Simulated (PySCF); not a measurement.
# H$_{5}$NSi, SMILES `N[SiH3]`: electronic structure

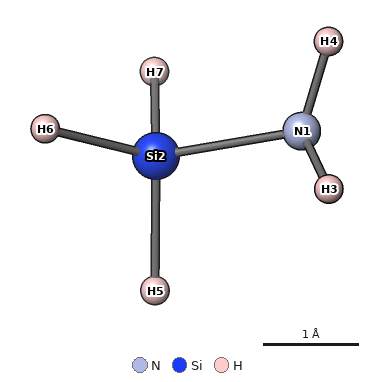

The molecule, with its atoms numbered as below. No frequency check shows the geometry to be a minimum.

Coordinates in Å:

```
N1      -1.1407    0.0003    0.0682
Si2      0.5808    0.0004   -0.0022
H3      -1.6365   -0.8246   -0.2298
H4      -1.6375    0.8202   -0.2404
H5       0.9868   -1.2149    0.6985
H6       1.1558   -0.0144   -1.3572
H7       0.9854    1.2255    0.6826
```

### 1. Bonding charge

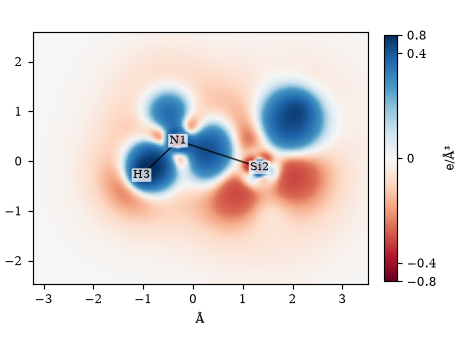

Deformation density (molecule less spherical, spin-averaged free atoms) in the plane of N1, Si2 and H3; colour scale in e/Å³, logarithmic beyond ±0.1; blue: gain, red: loss.

Level of theory: ωB97X/def2-TZVP (PySCF), at a geometry from GFN2-xTB.

Describe the bonding that the map shows.

Answer. N1–H3: +0.84 e/Å³ at the bond critical point (bond length 1.01 Å, Mayer order 0.9). N1–Si2: +0.15 e/Å³ at the bond critical point (bond length 1.72 Å, Mayer order 1.1). In all, 1.7 electrons gather in the regions of gain relative to the promolecule.

Where do the Hirshfeld charges lie?

Answer. The highest Hirshfeld charge is on Si2 (+0.36 e), the lowest on N1 (−0.34 e).

### 2. Bond critical points

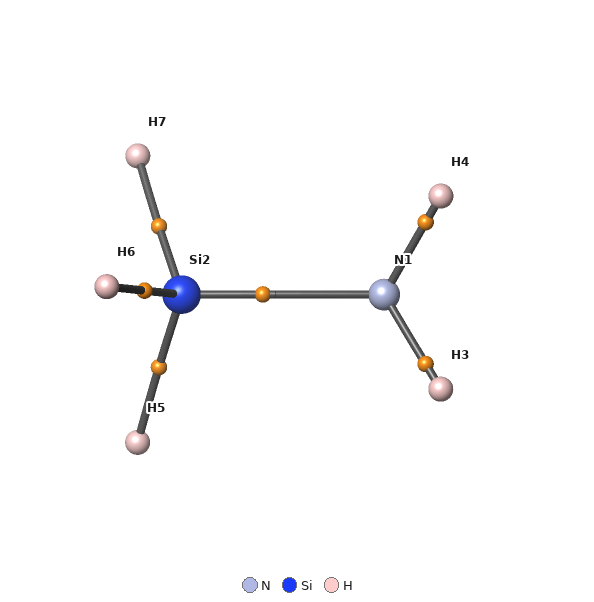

Molecular graph of the electron density (QTAIM): bond paths, bond critical points (orange), ring points (yellow, if any); weak paths are dashed.

How many critical points of each kind are there, and does the count close?

Answer. 7 nuclei, 6 bond, 0 ring and 0 cage critical points: 7 − 6 + 0 − 0 = 1, as the Poincaré–Hopf relation requires.

Tabulate density, Laplacian, ellipticity and energy density at the bond critical points (atomic units).

Answer.
```json
{"bond": "N1–H4 (2 alike)", "length (Å)": "1.007", "ρ (a.u.)": "0.338", "∇²ρ (a.u.)": "−1.64", "ε": "0.04", "H (a.u.)": "−0.471"}
{"bond": "N1–Si2", "length (Å)": "1.723", "ρ (a.u.)": "0.134", "∇²ρ (a.u.)": "+0.56", "ε": "0.13", "H (a.u.)": "−0.063"}
{"bond": "Si2–H5 (2 alike)", "length (Å)": "1.460", "ρ (a.u.)": "0.127", "∇²ρ (a.u.)": "+0.19", "ε": "0.03", "H (a.u.)": "−0.081"}
{"bond": "Si2–H6", "length (Å)": "1.472", "ρ (a.u.)": "0.125", "∇²ρ (a.u.)": "+0.17", "ε": "0.03", "H (a.u.)": "−0.079"}
```

What kind of interaction is N1–Si2?

Answer. Polar or intermediate (positive Laplacian, negative energy density H): ρ = 0.134, ∇²ρ = +0.56, H = −0.063 a.u.

### 3. Local ionisation energy

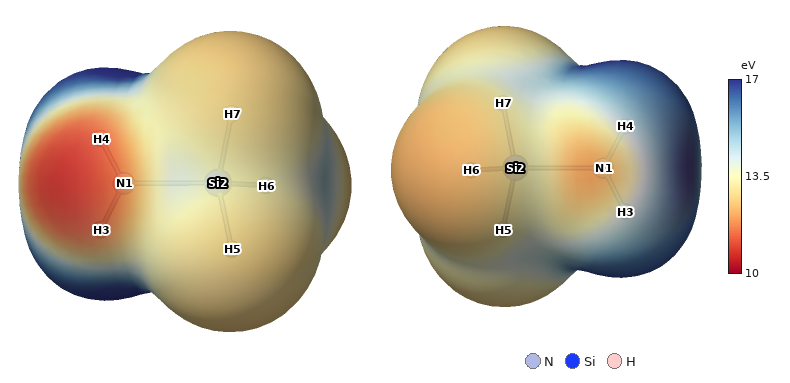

Average local ionisation energy on the surface of electron density 0.001 a.u. (back view left, front view right).

Where are the most loosely bound electrons on this surface?

Answer. The lowest value is 10.7 eV, 2.1 Å from N1. Further minima include 11.9 eV, near H4 (1.96 Å), H3 (1.96 Å) and N1 (2.04 Å); 12.2 eV, 1.5 Å from H6. For comparison, the highest occupied orbital lies at −9.9 eV.

What volume does the surface enclose, and what is the dipole moment?

Answer. About 78 Å³; the dipole moment is 1.2 D.

### 4. In an electric field

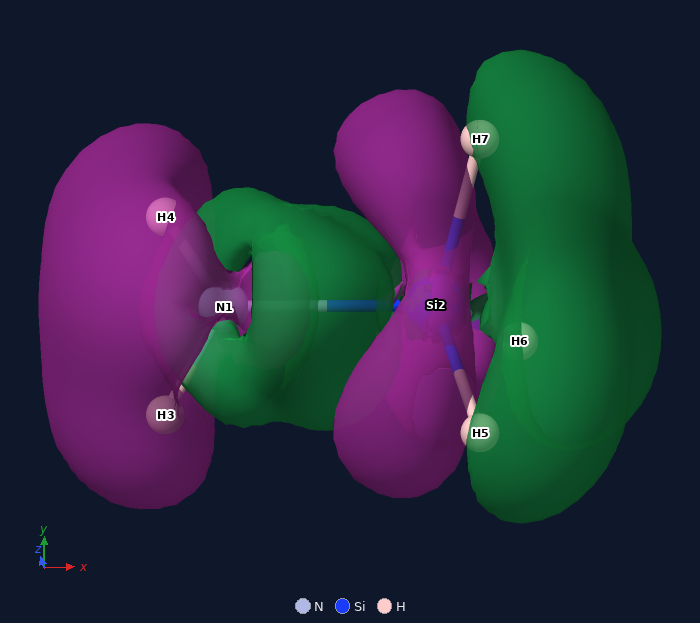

Change of the electron density in a uniform field of 0.21 V/Å, surfaces at ±0.001 e/Å³ (green: gain, purple: loss).

Level of theory: ωB97X/def2-TZVP (PySCF), at a geometry from GFN2-xTB. A basis without diffuse functions makes polarisabilities too small.

The field was applied in both directions; the picture shows the one opposite to the script's first.

Along which Cartesian direction does the field point?

Answer. Along −x: electrons gather on the +x side, against the field.

How large is the response?

Answer. The induced dipole is 0.36 D (along the field); α along this axis, from the fields in both directions, is 36 bohr³ (5.3 Å³).

### 5. Removing or adding an electron

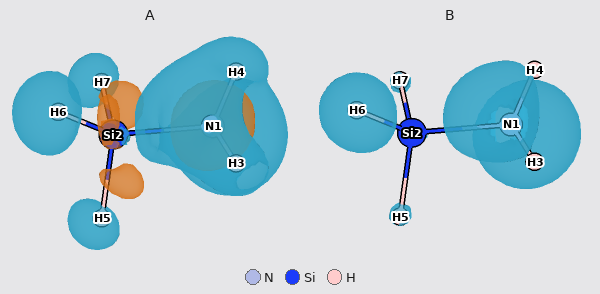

The Fukui function f⁻ from two separate SCF calculations and the density of the HOMO, at ±0.03 e/Å³ (light blue positive, orange negative).

PySCF calculation, ωB97X/def2-TZVP, gas phase; geometry: GFN2-xTB.

Which panel is which, and how good is the frozen-orbital picture?

Answer. A is f⁻ (it has negative regions), B the HOMO density. The HOMO lies on N1 (60 %), Si2 (15 %) and H6 (11 %); f⁻ (Hirshfeld-condensed) is largest on N1 (0.37); the vertical ionisation energy is 9.98 eV. Relaxation shifts 23 % of the electron between atoms. The orbital energy is −9.86 eV.
